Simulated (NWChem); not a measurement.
# One shape, several levels: AlCl2F (SMILES [F][Al]([Cl])[Cl])

We compute a comparison of 3 runs (HF/def2-SVP, PBE0/def2-SVP, MP2/pcseg-2) of AlCl2F. 

The calculation is run with NWChem 7.3.0.

## 1. The structure to begin with

AlCl2F has 4 atoms, charge 0, and is taken as a singlet. SMILES: `[F][Al]([Cl])[Cl]`. The coordinates come from a PBE0-D4/def2-TZVP relaxation.

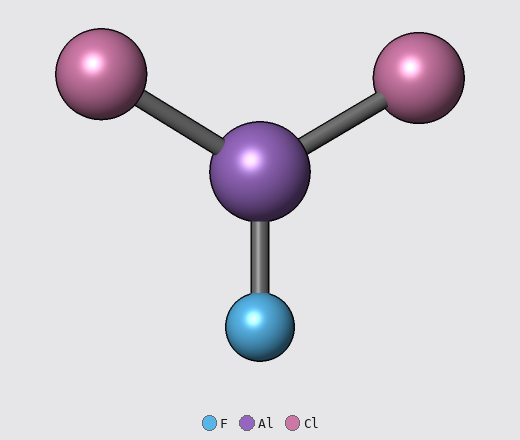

The structure, seen from a chosen angle (fluorine blue, aluminium purple, chlorine pink).

## 2. Energy and gradient at HF/def2-SVP (run 1)

Contents of m1.nw:

```
start m1
title "AlCl2F"
memory 2200 mb

geometry units bohr noautosym nocenter noautoz
 F      0.16519986     0.73362948     3.17918075
 Al     0.00907069     0.04068580     0.17687837
 Cl     2.31121064    -2.76597323    -1.25373880
 Cl    -2.48550008     1.99163905    -2.10233921
end

basis spherical bse
 * library def2-SVP
end

scf
 thresh 1e-08
 maxiter 80
 noprint "final vectors analysis"
end

task scf gradient
```

Command:

```
nwchem m1.nw > m1.out
```

The program printed:

```text
[...]
  functions       =    68
[...]
  wavefunction    = RHF
[...]
         Total SCF energy =  -1260.136671233583
      One-electron energy =  -2233.821497923221
      Two-electron energy =    729.389464874056
 Nuclear repulsion energy =    244.295361815582
        Time for solution =      4.4s
[...]
                         RHF ENERGY GRADIENTS
    atom               coordinates                        gradient
                 x          y          z           x          y          z
   1 F       0.165200   0.733629   3.179181   -0.000135  -0.000609  -0.002654
   2 Al      0.009071   0.040686   0.176878    0.000004   0.000032   0.000178
   3 Cl      2.311211  -2.765973  -1.253739   -0.002162   0.002498   0.000844
   4 Cl     -2.485500   1.991639  -2.102339    0.002293  -0.001921   0.001632
[...]
```

Wall time 6.9 s (1 thread of Intel Xeon at 2.60GHz (Ice Lake), shared host); peak memory 0.1 GiB.

## 3. Energy and forces at PBE0/def2-SVP (run 2)

Contents of run.py:

```python
from ase import Atoms
from ase.calculators.nwchem import NWChem

atoms = Atoms('FAlClCl', positions=[
    [0.087420, 0.388220, 1.682350],
    [0.004800, 0.021530, 0.093600],
    [1.223040, -1.463690, -0.663450],
    [-1.315270, 1.053930, -1.112510],
])

calc = NWChem(
    label='alcl2f',
    theory='dft',
    memory='2200 mb',
    basis='def2-SVP',
    basispar='spherical bse',
    dft={'xc': 'pbe0', 'mult': '1', 'grid': 'xfine', 'convergence': 'energy 1e-08', 'iterations': '100', 'mulliken': None},
)
atoms.calc = calc

forces = atoms.get_forces()
print("Total energy (eV):", round(atoms.get_potential_energy(), 6))
print("forces (eV/A):")
for s, f in zip(atoms.symbols, forces):
    print(f"{s:2s} {f[0]:10.5f} {f[1]:10.5f} {f[2]:10.5f}")
print("dipole (e A):", atoms.get_dipole_moment().round(4))
```

Command:

```
export ASE_NWCHEM_COMMAND="nwchem PREFIX.nwi > PREFIX.nwo"
python run.py
```

The program printed:

```text
Total energy (eV): -34338.879891
forces (eV/A):
F     0.03085    0.13735    0.59562
Al   -0.02304   -0.10305   -0.44814
Cl    0.09801   -0.11822   -0.05574
Cl   -0.10583    0.08392   -0.09174
dipole (e A): [-0.0043 -0.0188 -0.0811]
```

The calculator wrote alcl2f.nwi:

```
title "alcl2f"

permanent_dir alcl2f

scratch_dir alcl2f

start alcl2f

geometry units angstrom nocenter noautosym noautoz
  F  8.7419999999999998e-02 3.8822000000000001e-01 1.6823500000000000e+00
  Al 4.7999999999999996e-03 2.1530000000000001e-02 9.3600000000000003e-02
  Cl 1.2230399999999999e+00 -1.4636899999999999e+00 -6.6344999999999998e-01
  Cl -1.3152699999999999e+00 1.0539300000000000e+00 -1.1125100000000001e+00
end

memory 2200 mb

basis spherical bse noprint
   * library def2-SVP
end

dft
  xc pbe0
  mult 1
  grid xfine
  convergence energy 1e-08
  iterations 100
  mulliken
end

task dft gradient
```

alcl2f.nwo:

```text
Northwest Computational Chemistry Package (NWChem) 7.3.0
             --------------------------------------------------------

           Job information
           ---------------

    nwchem branch   = 7.3.0
    use scalapack   = T
    input           = alcl2f.nwi
    prefix          = alcl2f.
    data base       = alcl2f/alcl2f.db
    status          = startup
    nproc           =        1

           Memory information
           ------------------

    heap     =     72089598 doubles =      550.0 Mbytes
    stack    =     72089595 doubles =      550.0 Mbytes
    global   =    144179200 doubles =     1100.0 Mbytes (distinct from heap & stack)
    total    =    288358393 doubles =     2200.0 Mbytes
    verify   = yes
    hardfail = no

[... 92 lines left out ...]
  convergence criterion.
[... 39 lines left out ...]
          Spatial weights used:  Erf1
[... 74 lines left out ...]
         Total DFT energy =    -1261.930570529916
[... 3 lines left out ...]
 Nuclear repulsion energy =      244.295379445950
[... 559 lines left out ...]
          Convergence on gradient requested:  5.00D-04
[... 26 lines left out ...]
          total energy or number of iterations.
[... 26 lines left out ...]
                         DFT ENERGY GRADIENTS

    atom               coordinates                        gradient
                 x          y          z           x          y          z
   1 F       0.165200   0.733629   3.179181   -0.000600  -0.002671  -0.011583
   2 Al      0.009071   0.040686   0.176878    0.000448   0.002004   0.008715
   3 Cl      2.311210  -2.765973  -1.253739   -0.001906   0.002299   0.001084
   4 Cl     -2.485500   1.991639  -2.102339    0.002058  -0.001632   0.001784

                 ----------------------------------------
                 |  Time  |  1-e(secs)   |  2-e(secs)   |
                 ----------------------------------------
                 |  CPU   |       0.00   |       1.33   |
                 ----------------------------------------
                 |  WALL  |       0.00   |       1.33   |
                 ----------------------------------------

 Task  times  cpu:       11.4s     wall:       11.4s
 Total times  cpu:       11.4s     wall:       11.4s
```

Wall time 13 s (1 thread of Intel Xeon at 2.60GHz (Ice Lake), shared host); peak memory 0.12 GiB.

## 4. Energy and gradient at MP2/pcseg-2 (run 3)

Contents of alcl2f.nw:

```
echo
start alcl2f
title "AlCl2F gradient"
memory total 2200 mb
geometry noautosym nocenter noautoz
   F        0.087420       0.388220       1.682350
   Al       0.004800       0.021530       0.093600
   Cl       1.223040      -1.463690      -0.663450
   Cl      -1.315270       1.053930      -1.112510
end
basis "ao basis" spherical bse
   * library pcseg-2
end
scf
   thresh 1e-08
   maxiter 80
end
mp2
   freeze core 16
   tight
end
task mp2 gradient
```

Command:

```
nwchem alcl2f.nw > alcl2f.out
```

The program printed:

```text
[...]
  functions       =   132
[...]
  wavefunction    = RHF
[...]
         Total SCF energy =  -1260.661475374646
      One-electron energy =  -2235.128589638345
      Two-electron energy =    730.171734817748
 Nuclear repulsion energy =    244.295379445950
        Time for solution =     52.5s
[...]
          Total MP2 energy         -1261.322087291941
[...]
                         mp2 ENERGY GRADIENTS
    atom               coordinates                        gradient
                 x          y          z           x          y          z
   1 F       0.165200   0.733629   3.179181   -0.000123  -0.000555  -0.002418
   2 Al      0.009071   0.040686   0.176878    0.000254   0.001146   0.005001
   3 Cl      2.311210  -2.765973  -1.253739    0.001730  -0.002076  -0.000973
   4 Cl     -2.485500   1.991639  -2.102339   -0.001861   0.001486  -0.001609
[...]
```

Run time: 2.3 min. Hardware: 1 thread of Intel Xeon at 2.60GHz (Ice Lake), shared host; peak memory 0.64 GiB.

## 5. The series

```csv
run,level,iteration cap,module,energy (Eh),dipole moment (D),largest force (eV/Å),wall time
1,HF/def2-SVP,80,scf,-1260.136671,0.44,0.175,6.9 s
2,PBE0/def2-SVP,100,dft,-1261.930571,0.40,0.612,13 s
3,MP2/pcseg-2,80,mp2,-1261.322087,0.37,0.264,2.3 min
```

## 6. Results

```
                                                      quantity           value
                                           run 3: total energy  -1261.32209 Eh
run 3: dipole moment (of the density that the program reports)          0.37 D
                    run 3: HOMO energy (Hartree–Fock orbitals)       -13.04 eV
                    run 3: LUMO energy (Hartree–Fock orbitals)         1.66 eV
                  run 3: HOMO–LUMO gap (Hartree–Fock orbitals)        14.70 eV
           run 3: correlation energy (16 core orbitals frozen)      -660.6 mEh
                               run 3: largest force on an atom      0.264 eV/Å
```

In words: The dipole moment (its size) runs from 0.37 D (MP2/pcseg-2) to 0.44 D (HF/def2-SVP). The two ends differ in method and basis. All runs together took 2.6 min, the longest 2.3 min.
